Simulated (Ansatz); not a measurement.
# Abstraction of H: AlHBr2 + SiF3 → AlBr2 + SiHF3

Species: AlHBr2 `[Br][AlH][Br]`, singlet; SiF3 (trifluorosilyl) `F[Si](F)F`, doublet; AlBr2 `[Br][Al][Br]`, doublet; SiHF3 `F[SiH](F)F`, singlet. A radical takes H: the energy is the difference in strength between the Al–H bond broken and the Si–H bond made.

Shapes, held fixed at every level: PBE0-D4/def2-TZVP. Programs: Ansatz 0.2.0. The zero-point and thermal change to 298 K, harmonic and unscaled (PBE0-D4/def2-TZVP), is +5.5 kJ/mol.

```csv
level,kind,ΔH(298 K) (kJ/mol),less CCSD(T)/def2-TZVPP
MP2/def2-TZVPP,perturbation theory,-74.1,+1.4
HF/def2-SVP,Hartree–Fock,-73.4,+2.1
HF/def2-TZVPP,Hartree–Fock,-72.3,+3.2
r2SCAN-D4/def2-TZVPP,meta-GGA,-71.7,+3.8
r2SCAN0-D4/def2-TZVPP,global hybrid,-74.9,+0.6
wB97X-V/def2-TZVPP,range-separated hybrid,-70.3,+5.2
CCSD(T)/def2-SVP,coupled cluster or CI,-75.4,+0.1
CCSD(T)/def2-TZVPP,coupled cluster or CI,-75.5,0.0
```

The highest level, CCSD(T)/def2-TZVPP, gives ΔH(298 K) = -75.5 kJ/mol; the levels span -75.5 to -70.3. The column of differences is taken from that level and isn't an error. No measured value is set beside it here. Open shells run unrestricted. Relativity is left out for Br. Outer-core shells of Br are correlated in most correlated rows, in sets that cover them unevenly.

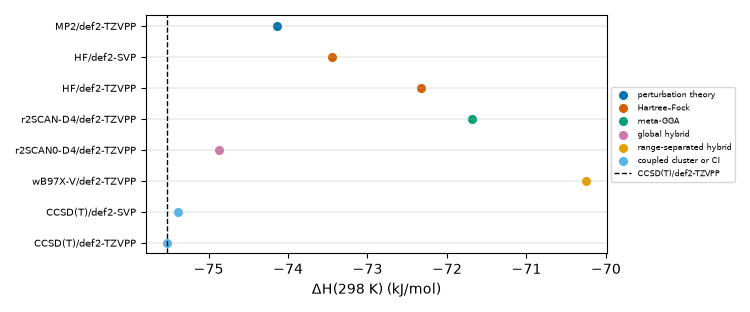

The values of the table, level by level.
